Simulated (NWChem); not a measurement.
# A workflow on BCdClFHO2

We compute the energy (singlet BCdClFHO2, PBE0-D3(BJ)/3-21G), then a single-point energy (singlet CdClF, PBE0-D3(BJ)/3-21G), then a single-point energy (singlet BHO2, PBE0-D3(BJ)/3-21G), then the energy (singlet CdClF, PBE0-D3(BJ)/3-21G), then a single-point energy (singlet BHO2, PBE0-D3(BJ)/3-21G) of BCdClFHO2 and its partners. 

The calculation is run with NWChem 7.3.0.

**1. The system as given**

The species is BCdClFHO2 (7 atoms), typed as a singlet with charge 0.

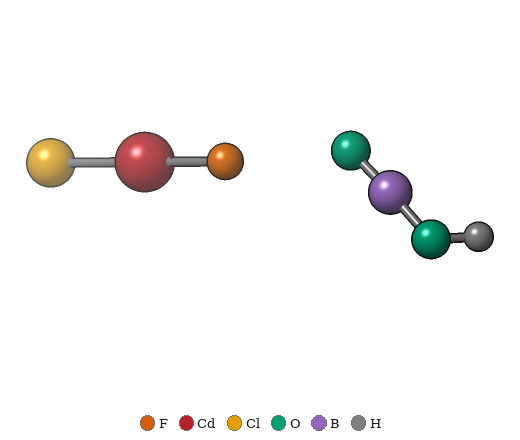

Viewed from a chosen angle; fluorine orange, cadmium red, chlorine amber, oxygen teal, boron purple, hydrogen grey.

**2. A single-point energy at PBE0-D3(BJ)/3-21G (pair key ffdeff8a9d, separation 0.9) (run 1)**

File nw.nw:

```
start nw
memory stack 880 mb heap 220 mb global 1100 mb

geometry units angstrom noautosym nocenter noautoz
  F       -0.471370       1.981130      -0.049900
  Cd      -0.024870       0.104730      -0.002600
  Cl       0.496230      -2.085870       0.052500
  O       -1.545510       4.452850      -0.366280
  B       -1.191440       5.430310      -0.986330
  O       -0.752150       6.490110      -1.642760
  H       -1.390910       6.967380      -2.177600
end

basis spherical bse
  F library 3-21G
  Cd library 3-21G
  Cl library 3-21G
  O library 3-21G
  B library 3-21G
  H library 3-21G
end

dft
  xc pbe0
  disp vdw 4
  grid fine
  convergence energy 1e-08
  maxiter 100
  mulliken
  noprint "final vectors analysis"
end

task dft energy
```

Launch:

```
$ nwchem nw.nw > nw.out
```

Standard output:

```text
Northwest Computational Chemistry Package (NWChem) 7.3.0
             --------------------------------------------------------

           Job information
           ---------------

    nwchem branch   = 7.3.0
    use scalapack   = T
    input           = nw.nw
    prefix          = nw.
    data base       = ./nw.db
    status          = startup
    nproc           =        1

           Memory information
           ------------------

[... 5 lines left out ...]
    hardfail = no
[... 117 lines left out ...]
  convergence criterion.
[... 42 lines left out ...]
          Spatial weights used:  Erf1
[... 110 lines left out ...]
         Total DFT energy =    -6173.855192967578
[... 3 lines left out ...]
 Nuclear repulsion energy =      539.330227163059
[... 45 lines left out ...]
     Multipole analysis of the density
     ---------------------------------

     L   x y z        total         alpha         beta         nuclear
     -   - - -        -----         -----         ----         -------
     0   0 0 0     -0.000000    -48.000000    -48.000000     96.000000

     1   1 0 0     -0.449670     21.251495     21.251495    -42.952659
[... 8 lines of this table left out ...]
     2   0 0 2    -35.050559    -75.266423    -75.266423    115.482287

 Task  times  cpu:        9.8s     wall:        9.8s
 Total times  cpu:        9.9s     wall:        9.9s
```

Run time: 11 s. Hardware: 1 thread of Intel Xeon Platinum 8375C at 2.90GHz (Ice Lake), shared host; peak memory 0.12 GiB.

**3. CdClF: a single-point energy at PBE0-D3(BJ)/3-21G (pair key ffdeff8a9d, separation 0.9) (run 2)**

File cdclf.nw:

```
start cdclf
memory stack 880 mb heap 220 mb global 1100 mb
charge 0

geometry units au noautosym nocenter noautoz
 F     -0.89076020     3.74379312    -0.09429733
 Cd    -0.04699749     0.19791102    -0.00491329
 Cl     0.93773879    -3.94172303     0.09921062
end

basis spherical bse
 * library 3-21G
end

dft
 xc pbe0
 disp vdw 4
 grid fine
 convergence energy 1e-08
 maxiter 100
 mulliken
 print low
end

task dft energy
```

Launch:

```
$ nwchem cdclf.nw > cdclf.out
```

Standard output:

```text
Northwest Computational Chemistry Package (NWChem) 7.3.0
             --------------------------------------------------------

           Job information
           ---------------

    nwchem branch   = 7.3.0
    use scalapack   = T
    input           = cdclf.nw
    prefix          = cdclf.
    data base       = ./cdclf.db
    status          = startup
    nproc           =        1

           Memory information
           ------------------

[... 5 lines left out ...]
    hardfail = no
[... 30 lines left out ...]
            Nuclear Dipole moment (a.u.)
[... 87 lines left out ...]
         Total DFT energy =    -5999.050592990219
[... 1 line left out ...]
           Coulomb energy =     2807.463468678960
[... 1 line left out ...]
 Nuclear repulsion energy =      329.558072377590
[... 17 lines left out ...]
     -------------------------------------------
      Total Density - Lowdin Population Analysis
     -------------------------------------------

    Atom       Charge   Shell Charges
 -----------   ------   -------------------------------------------------------
    1 F    9     9.30   1.98  0.61  2.47  1.25  3.00
    2 Cd  48    47.44   2.00  2.00  6.00  1.99  5.99  1.96  5.88  0.59  0.70  0.14  0.21  9.79  6.68  3.52
    3 Cl  17    17.26   2.00  1.95  5.84  1.03  2.93  0.84  2.66

 Task  times  cpu:        5.2s     wall:        5.2s
 Total times  cpu:        5.2s     wall:        5.2s
```

Run time: 6 s. Hardware: 1 thread of Intel Xeon Platinum 8375C at 2.90GHz (Ice Lake), shared host; peak memory 0.12 GiB.

**4. BHO2: the energy at PBE0-D3(BJ)/3-21G (pair key ffdeff8a9d, separation 0.9) (run 3)**

File work.nw:

```
start work
title "BHO2"
memory stack 880 mb heap 220 mb global 1100 mb

geometry units angstrom noautosym nocenter noautoz
  O     -1.545510     4.452850    -0.366280
  B     -1.191440     5.430310    -0.986330
  O     -0.752150     6.490110    -1.642760
  H     -1.390910     6.967380    -2.177600
end

basis spherical bse
  * library 3-21G
end

dft
  xc pbe0
  mult 1
  disp vdw 4
  grid fine
  convergence energy 1e-08
  maxiter 100
  mulliken
  print low
end

task dft energy
```

Launch:

```
$ nwchem work.nw > work.out
```

Standard output:

```text
Northwest Computational Chemistry Package (NWChem) 7.3.0
             --------------------------------------------------------

           Job information
           ---------------

    nwchem branch   = 7.3.0
    use scalapack   = T
    input           = work.nw
    prefix          = work.
    data base       = ./work.db
    status          = startup
    nproc           =        1

           Memory information
           ------------------

[... 5 lines left out ...]
    hardfail = no
[... 37 lines left out ...]
            Nuclear Dipole moment (a.u.)
[... 91 lines left out ...]
         Total DFT energy =     -174.806643001031
[... 1 line left out ...]
           Coulomb energy =      139.042014059755
[... 1 line left out ...]
 Nuclear repulsion energy =       54.005508458821
[... 18 lines left out ...]
     -------------------------------------------
      Total Density - Lowdin Population Analysis
     -------------------------------------------

    Atom       Charge   Shell Charges
 -----------   ------   -------------------------------------------------------
    1 O    8     8.11   1.98  0.58  2.05  1.01  2.49
    2 B    5     4.98   1.97  0.42  1.31  0.31  0.96
    3 O    8     8.22   1.98  0.55  2.13  0.96  2.60
    4 H    1     0.69   0.42  0.27

 Task  times  cpu:        0.9s     wall:        0.9s
 Total times  cpu:        1.0s     wall:        1.0s
```

It took 1.5 s on 1 thread of Intel Xeon Platinum 8375C at 2.90GHz (Ice Lake), shared host; peak memory 0.12 GiB.

**5. CdClF among ghost functions: a single-point energy at PBE0-D3(BJ)/3-21G (pair key ffdeff8a9d, separation 0.9, with ghost functions) (run 4)**

File struct.nw:

```
start struct
title "CdClF PBE0"
memory 2200 mb

geometry noautosym nocenter noautoz
  F    -0.471370    1.981130   -0.049900
  Cd   -0.024870    0.104730   -0.002600
  Cl    0.496230   -2.085870    0.052500
  bqO     -1.545510     4.452850    -0.366280
  bqB     -1.191440     5.430310    -0.986330
  bqO     -0.752150     6.490110    -1.642760
  bqH     -1.390910     6.967380    -2.177600
end

basis spherical bse
  F library 3-21G
  Cd library 3-21G
  Cl library 3-21G
  bqO library O 3-21G
  bqB library B 3-21G
  bqH library H 3-21G
end

dft
  xc pbe0
  mult 1
  disp vdw 4
  grid fine
  convergence energy 1e-08
  maxiter 100
  mulliken
  print low
end

task dft energy
```

Launch:

```
$ nwchem struct.nw > struct.out
```

Standard output:

```text
Northwest Computational Chemistry Package (NWChem) 7.3.0
             --------------------------------------------------------

           Job information
           ---------------

    nwchem branch   = 7.3.0
    use scalapack   = T
    input           = struct.nw
    prefix          = struct.
    data base       = ./struct.db
    status          = startup
    nproc           =        1

           Memory information
           ------------------

[... 5 lines left out ...]
    hardfail = no
[... 40 lines left out ...]
            Nuclear Dipole moment (a.u.)
[... 113 lines left out ...]
         Total DFT energy =    -5999.051784606342
[... 1 line left out ...]
           Coulomb energy =     2807.414110901736
[... 1 line left out ...]
 Nuclear repulsion energy =      329.558096078490
[... 25 lines left out ...]
    Atom       Charge   Shell Charges
 -----------   ------   -------------------------------------------------------
    1 F    9     9.30   1.98  0.61  2.47  1.25  3.00
    2 Cd  48    47.44   2.00  2.00  6.00  1.99  5.99  1.96  5.88  0.59  0.70  0.14  0.20  9.79  6.68  3.52
    3 Cl  17    17.26   2.00  1.95  5.84  1.03  2.93  0.84  2.66
    4 X    0     0.00   0.00  0.00  0.00  0.00  0.00
    5 X    0     0.01   0.00  0.00  0.00  0.00  0.00
    6 X    0     0.00   0.00  0.00  0.00  0.00  0.00
    7 X    0     0.00   0.00  0.00

 Task  times  cpu:        8.9s     wall:        8.9s
 Total times  cpu:        8.9s     wall:        8.9s
```

Wall time 9.6 s (1 thread of Intel Xeon Platinum 8375C at 2.90GHz (Ice Lake), shared host); peak memory 0.13 GiB.

**6. BHO2 among ghost functions: the energy at PBE0-D3(BJ)/3-21G (pair key ffdeff8a9d, separation 0.9, with ghost functions) (run 5)**

File nw.nw:

```
start nw
title "BHO2 energy"
memory total 2200 mb
charge 0

geometry noautosym nocenter noautoz
   O       -1.545510       4.452850      -0.366280
   B       -1.191440       5.430310      -0.986330
   O       -0.752150       6.490110      -1.642760
   H       -1.390910       6.967380      -2.177600
   bqF     -0.471370     1.981130    -0.049900
   bqCd    -0.024870     0.104730    -0.002600
   bqCl     0.496230    -2.085870     0.052500
end

basis "ao basis" spherical bse
   O library 3-21G
   B library 3-21G
   H library 3-21G
   bqF library F 3-21G
   bqCd library Cd 3-21G
   bqCl library Cl 3-21G
end

dft
   xc pbe0
   disp vdw 4
   grid fine
   convergence energy 1e-08
   iterations 100
   mulliken
   noprint "final vectors analysis"
end

task dft
```

Launch:

```
$ nwchem nw.nw > nw.out
```

Standard output:

```text
Northwest Computational Chemistry Package (NWChem) 7.3.0
             --------------------------------------------------------

           Job information
           ---------------

    nwchem branch   = 7.3.0
    use scalapack   = T
    input           = nw.nw
    prefix          = nw.
    data base       = ./nw.db
    status          = startup
    nproc           =        1

           Memory information
           ------------------

[... 5 lines left out ...]
    hardfail = no
[... 126 lines left out ...]
  convergence criterion.
[... 42 lines left out ...]
          Spatial weights used:  Erf1
[... 98 lines left out ...]
         Total DFT energy =     -174.808929716037
[... 3 lines left out ...]
 Nuclear repulsion energy =       54.005508458821
[... 45 lines left out ...]
     Multipole analysis of the density
     ---------------------------------

     L   x y z        total         alpha         beta         nuclear
     -   - - -        -----         -----         ----         -------
     0   0 0 0     -0.000000    -11.000000    -11.000000     22.000000

     1   1 0 0     -0.325242     24.148128     24.148128    -48.621497
[... 8 lines of this table left out ...]
     2   0 0 2     -7.463077    -61.348425    -61.348425    115.233773

 Task  times  cpu:        6.2s     wall:        6.2s
 Total times  cpu:        6.2s     wall:        6.2s
```

Wall time 6.9 s (1 thread of Intel Xeon Platinum 8375C at 2.90GHz (Ice Lake), shared host); peak memory 0.12 GiB.

**7. Summary of results**

| quantity | value |
| --- | --- |
| run 1, PBE0-D3(BJ)/3-21G: total energy | -6173.85519 Eh |
| run 1, PBE0-D3(BJ)/3-21G: dipole moment | 4.74 D |
| run 1, PBE0-D3(BJ)/3-21G: dispersion energy | -8.93 kJ/mol |
| CdClF: total energy | -5999.05059 Eh |
| CdClF: dispersion energy | -4.27 kJ/mol |
| BHO2: total energy | -174.80664 Eh |
| BHO2: dispersion energy | -3.07 kJ/mol |
| CdClF among ghost functions: total energy | -5999.05178 Eh |
| CdClF among ghost functions: dispersion energy | -4.27 kJ/mol |
| BHO2 among ghost functions: total energy | -174.80893 Eh |
| BHO2 among ghost functions: dipole moment | 3.82 D |
| BHO2 among ghost functions: dispersion energy | -3.07 kJ/mol |
| interaction energy of the rigid parts CdClF and BHO2 (parts in their own basis) | 0.056 eV |
| interaction energy of the rigid parts CdClF and BHO2 (parts in the whole basis, counterpoise) | 0.150 eV |

**Reading.** The interaction energy of the rigid parts CdClF and BHO2 (parts in their own basis) is 0.06 eV (1.3 kcal/mol): the parts repel at this shape. The interaction energy of the rigid parts CdClF and BHO2 (parts in the whole basis, counterpoise) is 0.15 eV (3.5 kcal/mol): the parts repel at this shape. The basis-set superposition error is 9.1 kJ/mol. Relativity is left out although the molecule holds a heavy atom. Mulliken charges (CdClF) run from -0.39 on F1 to +0.78 on Cd2; they depend strongly on the basis.
